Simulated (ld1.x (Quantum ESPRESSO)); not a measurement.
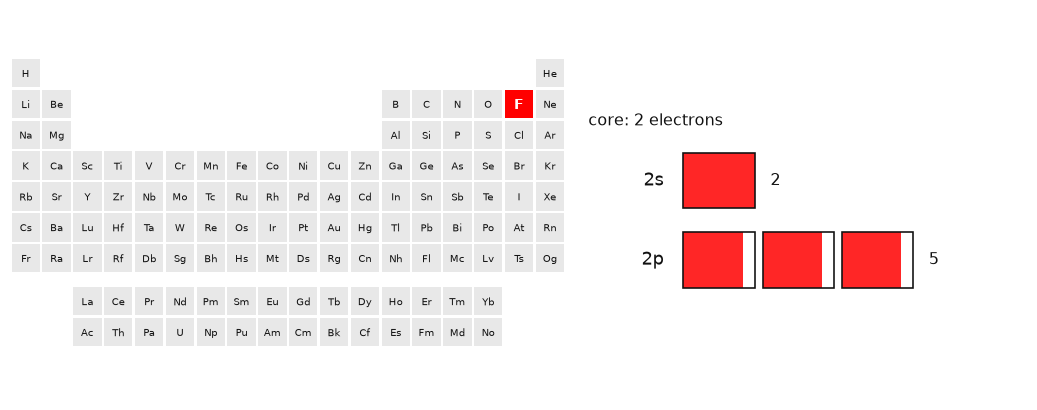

Left, the place of fluorine in the periodic table; right, the valence shells of the reference configuration: a box for each of the 2l + 1 orbitals, shaded by the share of the shell that is filled, with the electron count at the right. The shells are those of the unaltered input.

**Pseudopotential generation for F**

- system: fluorine (F, Z = 9), core [He], reference valence 2s2 2p5, valence charge 7. (This line and the method describe the unaltered input from which the odd one was made.)
- method: TM potential, PBE, non-relativistic, made with ld1.x (Quantum ESPRESSO) 7.5

### The program's output
```
     Program LD1 v.7.5
     --------------------------- All-electron run ----------------------------

     F

     atomic number is  9.00
     dft =PBE   lsd =0 sic =0 latt =0  beta=0.20 tr2=1.0E-14
     Exchange-correlation= PBE
                           (   1   4   3   4   0   0   0)
     mesh =1105 r(mesh) =  99.76081 a.u. xmin = -7.00 dx = 0.01250
     1 Ry =  13.60569312 eV

     n l     nl                  e(Ry)          e(Ha)          e(eV)
     1 0     1S 1( 2.00)       -48.7034       -24.3517      -662.6437
     2 0     2S 1( 2.00)        -2.1917        -1.0959       -29.8198
     2 1     2P 1( 5.00)        -0.8174        -0.4087       -11.1215

     final scf error:  8.6E-16 reached in  35 iterations

     Etot =    -199.302160 Ry,     -99.651080 Ha,   -2711.644032 eV

     Ekin =     198.789712 Ry,      99.394856 Ha,    2704.671813 eV
     Encl =    -476.948693 Ry,    -238.474346 Ha,   -6489.217549 eV
     Eh   =      99.262090 Ry,      49.631045 Ha,    1350.529533 eV
     Exc  =     -20.405269 Ry,     -10.202635 Ha,    -277.627828 eV

     normalization and overlap integrals

     s(1S/1S) =  1.000000  <r> =   0.1765  <r2> =    0.0421  r(max) =   0.1139
     s(2S/2S) =  1.000000  <r> =   1.0049  <r2> =    1.2317  r(max) =   0.7617
     s(2P/2P) =  1.000000  <r> =   1.1050  <r2> =    1.6382  r(max) =   0.7066

     ------------------------ End of All-electron run ------------------------

     --------------------- Generating NC pseudopotential ---------------------

      Generating local potential from pseudized AE potential:
      Matching radius rcloc =   0.9500

      Local pseudo, rcloc= 0.954 Estimated cut-off energy=    27.04 Ry

      Computing core charge for nlcc:

       r > 0.66 : true rho core
       r < 0.66 : rho core = a sin(br)/r    a=   0.19  b=   4.32

      Integrated core pseudo-charge :   0.03

      Wfc   2S  rcut= 0.842  Using Troullier-Martins method

      Wfc   2P  rcut= 1.695  Using Troullier-Martins method

     ------------------- End of pseudopotential generation -------------------

     --------------------------- All-electron run ----------------------------

     F

     atomic number is  9.00
     dft =PBE   lsd =0 sic =0 latt =0  beta=0.20 tr2=1.0E-14
     Exchange-correlation= PBE
                           (   1   4   3   4   0   0   0)
     mesh =1105 r(mesh) =  99.76081 a.u. xmin = -7.00 dx = 0.01250
     1 Ry =  13.60569312 eV

     n l     nl                  e(Ry)          e(Ha)          e(eV)
     1 0     1S 1( 2.00)       -48.7034       -24.3517      -662.6437
     2 0     2S 1( 2.00)        -2.1917        -1.0959       -29.8198
     2 1     2P 1( 5.00)        -0.8174        -0.4087       -11.1215

     final scf error:  8.6E-16 reached in  35 iterations

     Etot =    -199.302160 Ry,     -99.651080 Ha,   -2711.644032 eV

     Ekin =     198.789712 Ry,      99.394856 Ha,    2704.671813 eV
     Encl =    -476.948693 Ry,    -238.474346 Ha,   -6489.217549 eV
     Eh   =      99.262090 Ry,      49.631045 Ha,    1350.529533 eV
     Exc  =     -20.405269 Ry,     -10.202635 Ha,    -277.627828 eV

     normalization and overlap integrals

     s(1S/1S) =  1.000000  <r> =   0.1765  <r2> =    0.0421  r(max) =   0.1139
     s(2S/2S) =  1.000000  <r> =   1.0049  <r2> =    1.2317  r(max) =   0.7617
     s(2P/2P) =  1.000000  <r> =   1.1050  <r2> =    1.6382  r(max) =   0.7066

     ------------------------ End of All-electron run ------------------------

     Computing logarithmic derivative in   1.83867
     Computing logarithmic derivative in   1.83867
     Computing the partial wave expansion
     R is outside the sphere for l=    0 j= 0.00
     R is outside the sphere for l=    1 j= 0.00

     ---------------------- Testing the pseudopotential ----------------------

     F

     atomic number is  9.00   valence charge is  7.00
     dft =PBE   lsd =0 sic =0 latt =0  beta=0.20 tr2=1.0E-14
     mesh =1105 r(mesh) =  99.76081 xmin = -7.00 dx = 0.01250

     n l     nl             e AE (Ry)        e PS (Ry)    De AE-PS (Ry)
     1 0     2S   1( 2.00)       -2.19171       -2.19171        0.00000
     2 1     2P   1( 5.00)       -0.81742       -0.81742       -0.00000

     eps = 1.5E-16  iter =  6

     Etot =    -199.302160 Ry,     -99.651080 Ha,   -2711.644032 eV
     Etotps =   -47.064464 Ry,     -23.532232 Ha,    -640.344659 eV

     Ekin =      30.227822 Ry,      15.113911 Ha,     411.270467 eV
     Encl =    -105.773442 Ry,     -52.886721 Ha,   -1439.120991 eV
     Ehrt =      41.142618 Ry,      20.571309 Ha,     559.773837 eV
     Ecxc =      -8.884486 Ry,      -4.442243 Ha,    -120.879586 eV
     (Ecc =      -0.021659 Ry,      -0.010829 Ha,      -0.294680 eV)
     Epseu=      -3.776977 Ry,      -1.888488 Ha,     -51.388385 eV

     ---------------------- End of pseudopotential test ----------------------
```

### The input
```
 &input
   title='F', zed=9., rel=0, dft='PBE', iswitch=3, lsd=1,
   config='[He] 2s2 2p5',
   nld=2, rlderiv=1.85, eminld=-4.0, emaxld=5.0, deld=0.02
 /
 &inputp
   pseudotype=2, tm=.true., lloc=-1, rcloc=0.95,
   nlcc=.true., rcore=0.65,
   file_pseudopw='F.UPF', file_wfcaegen='ae.wfc', file_wfcncgen='nc.wfc', file_beta='beta', file_chi='chi'
 /
2
2S  1  0   2.00   0.00  0.85  0.85  0.0
2P  2  1   5.00   0.00  1.70  1.70  0.0
 &test
   configts(1)='2s2 2p5'
 /
```

Launched with:
```bash
ld1.x < F.in > F.out
```

### What the run reported

- outcome: generated
- hardware: 1 CPU thread, shared host
- wall time: 0.77 s

### What is odd here

One thing in this input was made odd on purpose: spin polarisation asked for in a generation. The program ran to the end. The all-electron atom is untouched: its total energy equals that from the unaltered input (−199.3022 Ry). The pseudo-atom's energy and levels in the reference configuration are also those from the unaltered input, so the oddity leaves no trace there. The pseudo-atom meets the occupied all-electron levels that the test lists within 0.00001 Ry. No test for ghost states or cutoffs was run on this potential, so its soundness isn't shown.
